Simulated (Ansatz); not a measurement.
Consider Zn2GeN3.

The calculation's input:

```
crystal:
  lattice:
    - [3.0015703697, 0.0, 0.0]
    - [-1.5007851849, 2.5994361914, 0.0]
    - [0.0, 0.0, 7.6676372793]
  atoms:
    - { symbol: Zn, position: [0.3333333333, 0.6666666667, 0.8401869751] }
    - { symbol: Zn, position: [0.6666666667, 0.3333333333, 0.1598130249] }
    - { symbol: Ge, position: [0.0, 0.0, 0.5] }
    - { symbol: "N", position: [0.3333333333, 0.6666666667, 0.3565174348] }
    - { symbol: "N", position: [0.6666666667, 0.3333333333, 0.6434825652] }
    - { symbol: "N", position: [0.0, 0.0, 0.0] }
basis:
  ecutwfc: 420
kpoints:
  mp_grid: { grid: [12, 12, 6] }
  band_path:
    path:
      - [[0.0, 0.0, 0.0], [0.5, 0.0, 0.0], [0.33333333, 0.33333333, 0.0], [0.0, 0.0, 0.0], [0.0, 0.0, 0.5], [0.5, 0.0, 0.5], [0.33333333, 0.33333333, 0.5], [0.0, 0.0, 0.5]]
      - [[0.5, 0.0, 0.5], [0.5, 0.0, 0.0]]
      - [[0.33333333, 0.33333333, 0.5], [0.33333333, 0.33333333, 0.0]]
    npoints: 14
hamiltonian:
  xc: pbe
scf:
  occupations: { method: gaussian, width: 0.1 }
  n_extra_bands: 15
output:
  forces: true
  stress: true
  eigenvalues: true
  populations: true
  dos: { projected: true, de: 0.02, nscf_kmesh: { grid: [15, 15, 8] } }
  bader: true
  write_density: true
  write_potential: true
  elf: true
  volumetric_format: npy
```

Launched as:

```sh
ansatz run input.yaml --threads 1 --pin off --max-ram 2560MiB --backend cpu --events-out ev --progress --plain --runs-dir out
```

Below, planes, directions and counts refer to the conventional cell (a = 3.00 Å, b = 3.00 Å, c = 7.67 Å, α = 90.00°, β = 90.00°, γ = 120.00°).

Space group P-3m1; a structure generated by program, which may or may not match a known phase; computed without spin polarisation.

Level of theory: DFT PBE, scalar-relativistic, plane waves, PAW in Ansatz.

**Predict the valence pseudo-density and electron localisation function between the atoms.**

Ge–N (2.05 Å): ρ is about 0.65 e/Å³ halfway; the ELF peaks at about 0.85 in the valence shell of N, 0.7 Å from its nucleus, and is about 0.55 at the midpoint.
Zn–N (2.12 Å): ρ at the midpoint is about 0.48 e/Å³; the ELF peaks at about 0.80 in the valence shell of N, 0.7 Å from its nucleus, and is about 0.25 at the midpoint (no localised pair shows between them).
Zn–N (2.30 Å): the density is about 0.33 e/Å³ at the midpoint; the ELF peaks at about 0.80 in the valence shell of N, 0.7 Å from its nucleus, and drops to about 0.15 between the two atoms: no localised pair shows between them.
Bader's partition of the density gives Zn +1.15, Ge +1.95 and N −1.49 to −1.28 e.

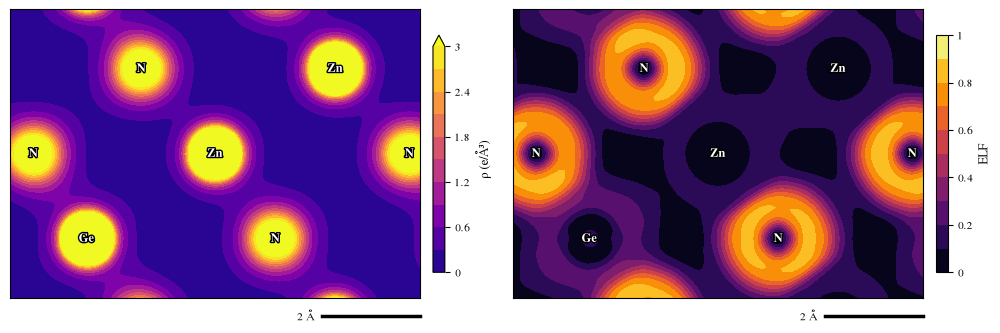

Computed valence pseudo-density and electron localisation function on the (110) plane of the conventional cell, in this order. 

Core electrons are frozen (PAW), and the valence fields are smoothed inside the atomic spheres.
